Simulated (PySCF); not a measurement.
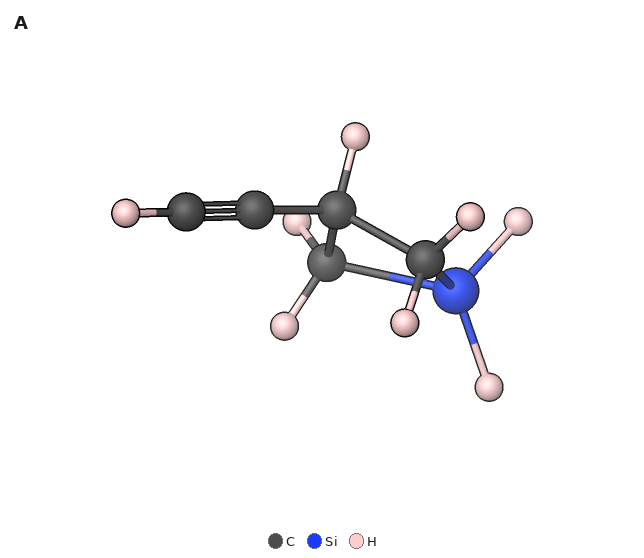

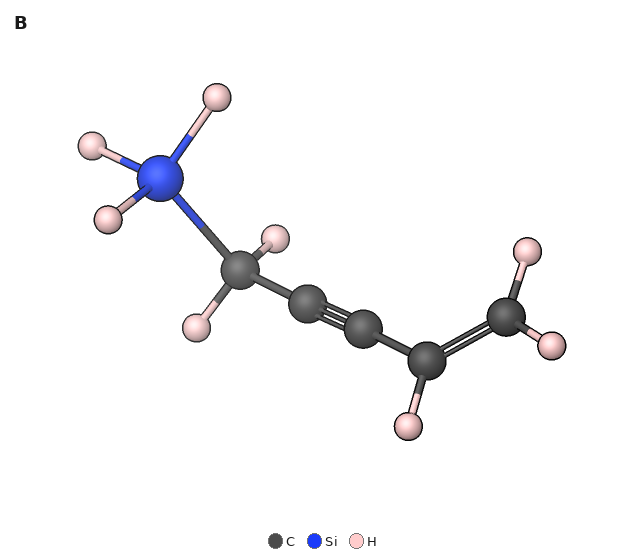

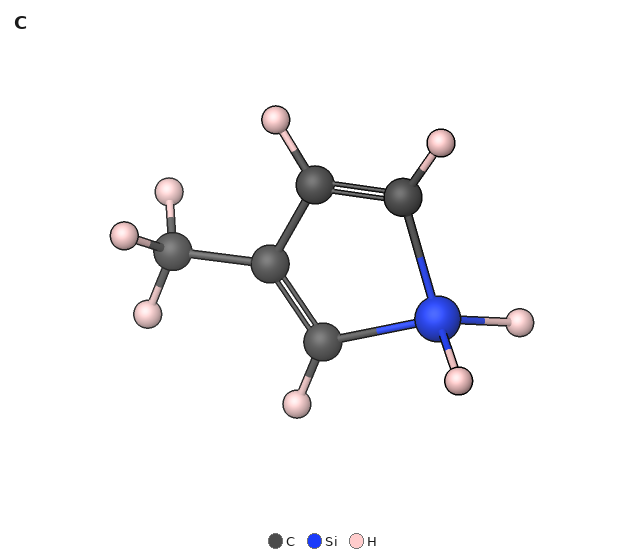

3 stationary structures of one formula. Geometries: PBE0-D3(BJ)/def2-SVP. Electronic energies: PBE0-D3(BJ)/def2-SVP (PySCF 2.14.0), without zero-point energy. No frequency run is at hand to confirm each as a minimum.

### Are they conformers, stereoisomers or constitutional isomers?

They are constitutional isomers of C5H8Si: A `C#CC1C[SiH2]C1`, B `C=CC#CC[SiH3]`, C `CC1=C[SiH2]C=C1`.

### Rank them by energy, lowest first.

C is lowest; A lies 161.8 kJ/mol above it, B lies 164.7 kJ/mol above it.
